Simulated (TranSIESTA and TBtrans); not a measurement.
Junction: Cu chain with one Ge atom in place of Cu. Leads: straight Cu chain, spacing 2.185 Å. Geometry: 3 atoms about the centre moved by SIESTA (PBE, DZP) to a largest force of 0.01 eV/Å, all others as built, motion along the axis alone.

Computed with TranSIESTA and TBtrans, PBE, DZP numerical orbitals (energy shift 0.15 eV), PseudoDojo norm-conserving scalar-relativistic potentials, mesh cutoff 200 Ry, 300 K, no spin polarisation, no spin-orbit coupling; self-consistent non-equilibrium Green functions.

Energies count from the leads' Fermi level. Transmissions are for one spin of a degenerate pair. The energy step is 0.01 eV; narrower resonances are cut or missed.

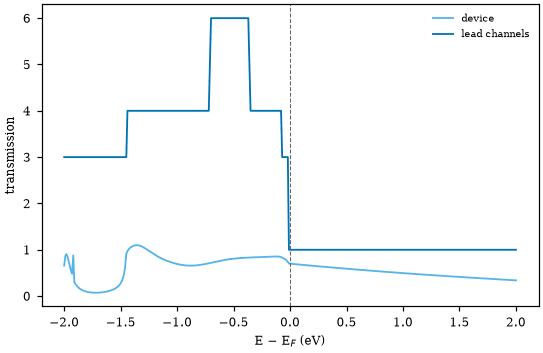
Fig. 1. Transmission against energy

```csv
E (eV),T,lead channels
-2.00,0.66,band edge
-1.80,0.093,3
-1.60,0.11,3
-1.40,1.07,4
-1.20,0.90,4
-1.00,0.69,4
-0.80,0.67,4
-0.60,0.77,band edge
-0.40,0.83,band edge
-0.20,0.85,4
0.00,0.70,1
0.20,0.65,1
0.40,0.61,1
0.60,0.57,1
0.80,0.53,1
1.00,0.50,1
1.20,0.46,1
1.40,0.43,1
1.60,0.40,1
1.80,0.37,1
2.00,0.34,1
```

The leads' channel count changes near -0.01 eV, within the thermal window, so values at the Fermi level hang on where that band edge falls. The straight chain is held at its spacing; free chains may zigzag or dimerise. No spin-polarised start was tried, so a magnetic state, if there is one, is missed.
